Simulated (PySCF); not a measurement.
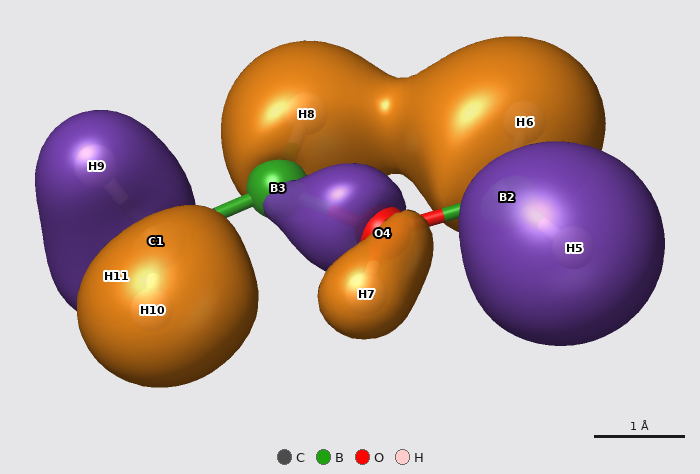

*CH₇B₂O (SMILES B[OH+]BC) (charge +1). The HOMO−1 at ±0.08 Å⁻³ᐟ² (orange and purple are the two phases), seen at an oblique angle.*

Geometry: PBE0-D3(BJ)/def2-SVP.

The calculation used PySCF, Gaussian-basis quantum chemistry of an isolated molecule with PySCF, energy and nuclear gradient, functional PBE0.

```yaml
atoms:
  - { symbol: C, position_ang: [1.5031, -0.4584, -0.0049] }
  - { symbol: B, position_ang: [-2.3937, -0.6706, 0.6456] }
  - { symbol: B, position_ang: [0.1306, 0.0323, 0.4319] }
  - { symbol: O, position_ang: [-1.0120, -0.9002, 0.3085] }
  - { symbol: H, position_ang: [-3.1126, -1.6011, 0.4419] }
  - { symbol: H, position_ang: [-2.6268, 0.4141, 1.0799] }
  - { symbol: H, position_ang: [-0.7952, -1.7830, -0.0505] }
  - { symbol: H, position_ang: [-0.2169, 1.0849, 0.8778] }
  - { symbol: H, position_ang: [1.8894, 0.2390, -0.7726] }
  - { symbol: H, position_ang: [1.5826, -1.4877, -0.3840] }
  - { symbol: H, position_ang: [2.2030, -0.3306, 0.8426] }
```

What is the character of this orbital?

By Hirshfeld shares it lies mainly on B2 (about 25 %), H5 (about 15 %), C1 (about 15 %), H6 (about 10 %), H10 (about 10 %) and B3 (about 5 %). Its energy is −15.90 eV.
